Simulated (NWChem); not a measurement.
# UTPSSh/6-31++G(d,p) (spherical functions) run of BNH3 (SMILES B[NH])

Aim: the energy difference between two shapes of BNH3 at UTPSSh/6-31++G** (spherical functions), from 2 runs. 

Program for the calculation: NWChem 7.3.0.

3 further runs of the same task are left out: 1 that didn't finish, 2 set aside as unsound or not needed.

**1. Starting point**

The species is BNH3 (5 atoms), meant as a doublet with charge 0. SMILES: `B[NH]`. Geometry: relaxed at PBE0-D4/def2-TZVP.

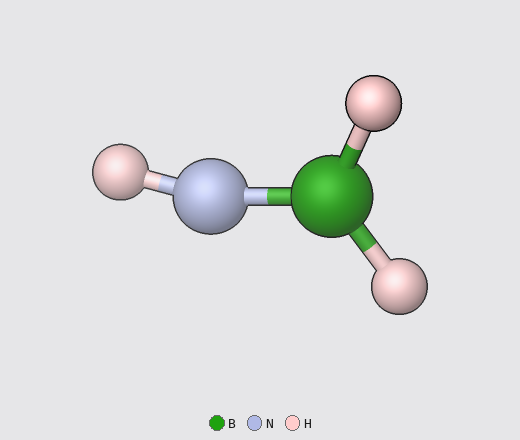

Viewed from a chosen angle; boron green, nitrogen light blue, hydrogen pink.

**2. Energy and one-electron properties at UTPSSh/6-31++G(d,p) (spherical functions)**

mol.nw reads:

```
start mol
memory stack 880 mb heap 220 mb global 1100 mb
geometry units angstrom noautosym nocenter noautoz
   B    -0.310800   -0.370100   -0.091600
   N     0.531200    0.655200   -0.019800
   H    -0.414800   -1.107400    0.862500
   H    -0.964100   -0.573100   -1.081900
   H     1.208400    1.321700    0.289300
end
basis spherical
   B library 6-31++G**
   N library 6-31++G**
   H library 6-31++G**
end
dft
   xc xctpssh
   mult 2
   grid fine
   convergence energy 1e-05
   maxiter 150
   mulliken
end
property
   dipole
   mulliken
   efieldgrad
   octupole
   electrondensity
end
task dft property
```

Run with:

```bash
$ nwchem mol.nw > mol.out
```

The log of the run:

```text
[...]
          Wavefunction type:  spin polarized.
          No. of atoms     :     5
          No. of electrons :    15
[...]
          Charge           :     0
          Spin multiplicity:     2
[...]
          AO basis - number of functions:    54
[...]
              XC Information
              --------------
                  TPSS hybrid Method XC Functional
                     Hartree-Fock (Exact) Exchange  0.100
                  TPSS metaGGA Exchange Functional  0.900
             TPSS03 metaGGA Correlation Functional  1.000
[...]
 d= 0,ls=0.0,diis     1    -81.3211943986 -1.08D+02  6.12D-03  5.71D-02     1.4
[...]
 d= 0,ls=0.0,diis    10    -81.3667038788 -4.15D-08  3.81D-06  3.37D-08     9.7
[...]
         Total DFT energy =      -81.366703878838
      One electron energy =     -162.423837813143
           Coulomb energy =       65.966137699301
    Exchange-Corr. energy =      -12.057141537949
 Nuclear repulsion energy =       27.148137772953
[...]
      Total Density - Mulliken Population Analysis
     ---------------------------------------------
    Atom       Charge   Shell Charges
 -----------   ------   -------------------------------------------------------
    1 B    5     4.89   2.00  0.56  1.52  0.37  0.30  0.07  0.02  0.06
    2 N    7     7.40   2.00  0.81  2.40  0.80  1.29 -0.04  0.13  0.01
    3 H    1     1.01   0.51  0.50 -0.01  0.01
    4 H    1     1.02   0.52  0.50 -0.01  0.01
    5 H    1     0.68   0.51  0.15 -0.00  0.03
[...]
      <S2> =      0.7580 (Exact =     0.7500)
[...]
   Dipole moment        1.3833333202 Debye(s)
             DMX        0.9391253929 DMXEFC        0.0000000000
             DMY        0.9073838261 DMYEFC        0.0000000000
             DMZ        0.4564089868 DMZEFC        0.0000000000
   -EFC- dipole         0.0000000000 DEBYE(S)
   Total dipole         1.3833333202 DEBYE(S)
[...]
```

It took 11 s on 1 thread of Intel Xeon Platinum 8488C (Sapphire Rapids), shared host; peak memory 0.11 GiB.

Atomic charges (e):

```
atom  Mulliken  Löwdin
  B1    +0.108  -0.120
  N2    -0.397  -0.180
  H3    -0.014  +0.060
  H4    -0.016  +0.060
  H5    +0.319  +0.180
```

**3. The distorted shape**

nw.nw reads:

```
start nw
title "BH3N TPSSh"
memory stack 880 mb heap 220 mb global 1100 mb
geometry units angstroms noautosym nocenter noautoz
   B     -0.336263    -0.320327    -0.099855
   N      0.532904     0.708121     0.050196
   H     -0.390226    -1.092293     0.903623
   H     -0.985070    -0.608813    -1.109252
   H      1.205675     1.341392     0.186751
end
basis spherical
   * library 6-31++G**
end
dft
   xc xctpssh
   mult 2
   grid fine
   convergence energy 1e-05
   maxiter 150
   mulliken
end
property
   dipole
   mulliken
   efieldgrad
   octupole
   electrondensity
end
task dft property
```

Run with:

```bash
$ nwchem nw.nw > nw.out
```

The log of the run:

```text
[...]
          Wavefunction type:  spin polarized.
          No. of atoms     :     5
          No. of electrons :    15
[...]
          Charge           :     0
          Spin multiplicity:     2
[...]
          AO basis - number of functions:    54
[...]
              XC Information
              --------------
                  TPSS hybrid Method XC Functional
                     Hartree-Fock (Exact) Exchange  0.100
                  TPSS metaGGA Exchange Functional  0.900
             TPSS03 metaGGA Correlation Functional  1.000
[...]
 d= 0,ls=0.0,diis     1    -81.3056750811 -1.08D+02  7.17D-03  6.35D-02     0.9
[...]
 d= 0,ls=0.0,diis    10    -81.3588263918 -4.87D-08  4.24D-06  3.38D-08     7.4
[...]
         Total DFT energy =      -81.358826391821
      One electron energy =     -161.860342214996
           Coulomb energy =       65.652186154680
    Exchange-Corr. energy =      -12.047497804984
 Nuclear repulsion energy =       26.896827473479
[...]
      Total Density - Mulliken Population Analysis
     ---------------------------------------------
    Atom       Charge   Shell Charges
 -----------   ------   -------------------------------------------------------
    1 B    5     4.90   2.00  0.55  1.47  0.40  0.32  0.08  0.02  0.06
    2 N    7     7.39   2.00  0.80  2.42  0.80  1.27 -0.03  0.12  0.01
    3 H    1     1.01   0.50  0.52 -0.01  0.01
    4 H    1     1.01   0.51  0.50 -0.01  0.01
    5 H    1     0.68   0.54  0.12 -0.01  0.03
[...]
      <S2> =      0.7588 (Exact =     0.7500)
[...]
   Dipole moment        1.2583817398 Debye(s)
             DMX        0.9053144969 DMXEFC        0.0000000000
             DMY        0.8669576499 DMYEFC        0.0000000000
             DMZ        0.1109716088 DMZEFC        0.0000000000
   -EFC- dipole         0.0000000000 DEBYE(S)
   Total dipole         1.2583817398 DEBYE(S)
[...]
```

Run time: 8.1 s. Hardware: 1 thread of Intel Xeon Platinum 8488C (Sapphire Rapids), shared host; peak memory 0.11 GiB.

Atomic charges (e):

| atom | Mulliken | Löwdin |
| --- | --- | --- |
| B1 | +0.098 | -0.090 |
| N2 | -0.391 | -0.170 |
| H3 | -0.014 | +0.060 |
| H4 | -0.008 | +0.050 |
| H5 | +0.315 | +0.140 |

**4. Summary of results**

Level: UTPSSh/6-31++G** (spherical functions).

```
                                           quantity         value
                          first shape: total energy  -81.36670 Eh
                         first shape: dipole moment        1.38 D
    first shape: HOMO energy (highest over α and β)      -7.16 eV
     first shape: LUMO energy (lowest over α and β)      -3.72 eV
                                  first shape: ⟨S²⟩         0.758
                      distorted shape: total energy  -81.35883 Eh
                     distorted shape: dipole moment        1.26 D
distorted shape: HOMO energy (highest over α and β)      -7.13 eV
 distorted shape: LUMO energy (lowest over α and β)      -3.72 eV
                              distorted shape: ⟨S²⟩         0.759
             energy change with the atoms displaced      0.214 eV
```

In words: With the atoms displaced the energy rises by 0.21 eV (20.7 kJ/mol). The first shape isn't relaxed at this level, so the change isn't measured from a minimum.
